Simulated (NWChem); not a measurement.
# One shape, several levels: O3 (ozone)

We compute a comparison of 5 runs (SVWN5/cc-pCVTZ, SVWN5/cc-pVTZ, SVWN5/cc-pwCVTZ, SVWN5/cc-pVDZ, SVWN5/cc-pCVDZ) of O3 (ozone). 

The results are computed with NWChem 7.3.0.

### Step 1. The structure to begin with

The species is O3 (3 atoms), meant as a singlet with charge 0. SMILES: `O=[O+][O-]`. The shape is that of a PBE0-D4/def2-TZVP optimisation.

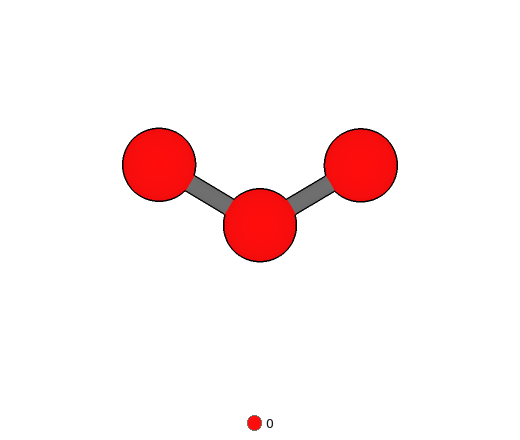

Viewed from a chosen angle; oxygen red.

### Step 2. Energy and forces at SVWN5/cc-pCVTZ (run 1)

Contents of o3.nw:

```
START o3
TITLE "O3 SVWN5"
memory total 2200 mb

GEOMETRY units angstrom noautosym nocenter noautoz
 O      0.848700    -0.535900     0.409500
 O     -0.228900    -0.317600    -0.159400
 O     -0.619800     0.853500    -0.250100
END

BASIS spherical bse
 * library cc-pCVTZ
END

DFT
 xc slater vwn_5
 grid fine
 convergence energy 1e-08
 iterations 100
 mulliken
 print low
END

TASK dft gradient
```

Launch:

```
nwchem o3.nw > o3.out
```

The log of the run:

```text
[...]
 d= 0,ls=0.0,diis     1   -223.7337484449 -2.94D+02  1.08D-02  4.37D+00     1.0
[...]
 d= 0,ls=0.0,diis    12   -223.9548137007 -2.53D-09  9.92D-08  1.36D-09     9.5
         Total DFT energy =     -223.954813700710
      One electron energy =     -449.024368237654
           Coulomb energy =      178.343189541196
    Exchange-Corr. energy =      -23.915288449383
 Nuclear repulsion energy =       70.641653445132
[...]
      Total Density - Mulliken Population Analysis
     ---------------------------------------------
    Atom       Charge   Shell Charges
 -----------   ------   -------------------------------------------------------
    1 O    8     8.12  -0.01  1.93  0.01  0.27  1.03  0.68  0.00  0.00  1.24  1.92  0.99  0.00  0.00  0.04  0.00
    2 O    8     7.75  -0.01  1.93  0.01  0.27  1.05  0.52  0.00  0.00  1.23  1.94  0.68  0.00  0.01  0.12  0.01
    3 O    8     8.12  -0.01  1.93  0.01  0.27  1.03  0.68  0.00  0.00  1.24  1.92  0.99  0.00  0.00  0.04  0.00
[...]
                         DFT ENERGY GRADIENTS
    atom               coordinates                        gradient
                 x          y          z           x          y          z
   1 O       1.603810  -1.012704   0.773843   -0.016606   0.003771  -0.008723
   2 O      -0.432558  -0.600177  -0.301222    0.010231   0.014204   0.007125
   3 O      -1.171252   1.612881  -0.472620    0.006375  -0.017975   0.001598
 Task  times  cpu:       11.7s     wall:       11.7s
 Total times  cpu:       11.7s     wall:       11.7s
```

Wall time 12 s (1 thread of AMD EPYC 9R05 (Zen 5), shared host); peak memory 0.13 GiB.

### Step 3. Energy and forces at SVWN5/cc-pVTZ (run 2)

Contents of calc.nw:

```
start calc
memory total 2200 mb
geometry units au noautosym nocenter noautoz
  O   1.60381056 -1.01270423  0.77384285
  O  -0.43255831 -0.60017702 -0.30122234
  O  -1.17125225  1.61288125 -0.47262050
end
basis "ao basis" spherical bse
  O library cc-pVTZ
end
dft
  xc slater vwn_5
  grid fine
  convergence energy 1e-08
  iterations 100
  mulliken
  print low
end
task dft gradient
```

Launch:

```
nwchem calc.nw > calc.out
```

The log of the run:

```text
[...]
 d= 0,ls=0.0,diis     1   -223.7321175594 -2.94D+02  1.56D-02  3.65D+00     0.5
[...]
 d= 0,ls=0.0,diis    12   -223.9502829350 -4.45D-10  6.74D-08  2.52D-10     4.2
         Total DFT energy =     -223.950282935025
      One electron energy =     -449.014156832138
           Coulomb energy =      178.338760895757
    Exchange-Corr. energy =      -23.916535349939
 Nuclear repulsion energy =       70.641648351296
[...]
      Total Density - Mulliken Population Analysis
     ---------------------------------------------
    Atom       Charge   Shell Charges
 -----------   ------   -------------------------------------------------------
    1 O    8     8.12   1.92  0.28  1.03  0.69  1.26  1.91  0.99  0.00  0.04  0.00
    2 O    8     7.75   1.92  0.28  1.04  0.54  1.24  1.92  0.67  0.01  0.12  0.01
    3 O    8     8.12   1.92  0.28  1.03  0.69  1.26  1.91  0.99  0.00  0.04  0.00
[...]
                         DFT ENERGY GRADIENTS
    atom               coordinates                        gradient
                 x          y          z           x          y          z
   1 O       1.603811  -1.012704   0.773843   -0.016934   0.003684  -0.008913
   2 O      -0.432558  -0.600177  -0.301222    0.010572   0.014677   0.007363
   3 O      -1.171252   1.612881  -0.472621    0.006362  -0.018361   0.001550
 Task  times  cpu:        5.4s     wall:        5.4s
 Total times  cpu:        5.4s     wall:        5.4s
```

Wall time 6 s (1 thread of AMD EPYC 9R05 (Zen 5), shared host); peak memory 0.12 GiB.

### Step 4. Energy and gradient at SVWN5/cc-pwCVTZ (run 3)

Contents of o3.nw:

```
start o3
title "O3"
memory total 2200 mb
geometry units bohr noautosym nocenter noautoz
  O      1.60381056    -1.01270423     0.77384285
  O     -0.43255831    -0.60017702    -0.30122234
  O     -1.17125225     1.61288125    -0.47262050
end
basis "ao basis" spherical bse
  * library cc-pwCVTZ
end
dft
  xc slater vwn_5
  grid fine
  convergence energy 1e-08
  maxiter 100
  mulliken
  print low
end
task dft gradient
```

Launch:

```
nwchem o3.nw > o3.out
```

The log of the run:

```text
[...]
 d= 0,ls=0.0,diis     1   -223.7333193528 -2.94D+02  1.08D-02  4.32D+00     1.0
[...]
 d= 0,ls=0.0,diis    12   -223.9547017749 -2.41D-09  9.59D-08  1.27D-09     9.7
         Total DFT energy =     -223.954701774916
      One electron energy =     -449.026886660192
           Coulomb energy =      178.344793283264
    Exchange-Corr. energy =      -23.914256749283
 Nuclear repulsion energy =       70.641648351296
[...]
      Total Density - Mulliken Population Analysis
     ---------------------------------------------
    Atom       Charge   Shell Charges
 -----------   ------   -------------------------------------------------------
    1 O    8     8.12  -0.02  1.93  0.02  0.27  1.03  0.68  0.00  0.01  1.24  1.93  0.99  0.00  0.00  0.04  0.00
    2 O    8     7.75  -0.02  1.93  0.02  0.26  1.05  0.52  0.00  0.01  1.22  1.94  0.67  0.00  0.01  0.12  0.01
    3 O    8     8.12  -0.02  1.93  0.02  0.27  1.03  0.68  0.00  0.01  1.24  1.93  0.99  0.00  0.00  0.04  0.00
[...]
                         DFT ENERGY GRADIENTS
    atom               coordinates                        gradient
                 x          y          z           x          y          z
   1 O       1.603811  -1.012704   0.773843   -0.016858   0.003845  -0.008854
   2 O      -0.432558  -0.600177  -0.301222    0.010372   0.014399   0.007224
   3 O      -1.171252   1.612881  -0.472621    0.006486  -0.018245   0.001631
 Task  times  cpu:       12.0s     wall:       12.0s
 Total times  cpu:       12.0s     wall:       12.0s
```

Run time: 13 s. Hardware: 1 thread of AMD EPYC 9R05 (Zen 5), shared host; peak memory 0.13 GiB.

Run 4 isn't shown in full; the table further down has it.

### Step 5. Energy and gradient at SVWN5/cc-pCVDZ (run 5)

Contents of calc.nw:

```
start calc
memory total 2200 mb
geometry noautosym nocenter noautoz
O        0.848700      -0.535900       0.409500
O       -0.228900      -0.317600      -0.159400
O       -0.619800       0.853500      -0.250100
end
basis spherical bse
O library cc-pCVDZ
end
dft
xc slater vwn_5
grid fine
convergence energy 1e-08
maxiter 100
mulliken
noprint "final vectors analysis"
end
task dft gradient
```

Launch:

```
nwchem calc.nw > calc.out
```

The log of the run:

```text
[...]
          Wavefunction type:  closed shell.
          No. of atoms     :     3
          No. of electrons :    24
[...]
          Charge           :     0
          Spin multiplicity:     1
[...]
          AO basis - number of functions:    54
[...]
              XC Information
              --------------
                        Slater Exchange Functional  1.000 local
                      VWN V Correlation Functional  1.000 local
[...]
 d= 0,ls=0.0,diis     1   -223.6581856231 -2.94D+02  3.59D-02  3.99D+00     0.2
[...]
 d= 0,ls=0.0,diis    12   -223.8753007435 -1.05D-09  1.65D-07  3.90D-10     1.3
         Total DFT energy =     -223.875300743536
      One electron energy =     -449.047999106411
           Coulomb energy =      178.479739572655
    Exchange-Corr. energy =      -23.948694654911
 Nuclear repulsion energy =       70.641653445132
[...]
      Total Density - Mulliken Population Analysis
     ---------------------------------------------
    Atom       Charge   Shell Charges
 -----------   ------   -------------------------------------------------------
    1 O    8     8.10   1.99  0.02  0.88  1.02  0.00  2.71  1.45  0.03
    2 O    8     7.81   1.99  0.02  0.90  0.89  0.00  2.73  1.20  0.07
    3 O    8     8.10   1.99  0.02  0.88  1.02  0.00  2.71  1.45  0.03
[...]
  wavefunction    = closed shell
                         DFT ENERGY GRADIENTS
    atom               coordinates                        gradient
                 x          y          z           x          y          z
   1 O       1.603810  -1.012704   0.773843   -0.021533   0.004802  -0.011321
   2 O      -0.432558  -0.600177  -0.301222    0.013343   0.018522   0.009293
   3 O      -1.171252   1.612881  -0.472620    0.008190  -0.023324   0.002029
[...]
```

Run time: 2 s. Hardware: 1 thread of AMD EPYC 9R05 (Zen 5), shared host; peak memory 0.11 GiB.

### Step 6. All runs side by side

```csv
run,level,energy (Eh),largest force (eV/Å),wall time
1,SVWN5/cc-pCVTZ,-223.954814,0.984,12 s
2,SVWN5/cc-pVTZ,-223.950283,1.004,6 s
3,SVWN5/cc-pwCVTZ,-223.954702,0.999,13 s
4,SVWN5/cc-pVDZ,-223.866443,1.300,1.6 s
5,SVWN5/cc-pCVDZ,-223.875301,1.275,2 s
```

### Step 7. Results

| quantity | value |
| --- | --- |
| run 5: total energy | -223.87530 Eh |
| run 5: dipole moment | 0.58 D |
| run 5: largest force on an atom | 1.275 eV/Å |

What this shows: Over the runs the total energy spans 2.405 eV. All runs together took 35 s, the longest 13 s.
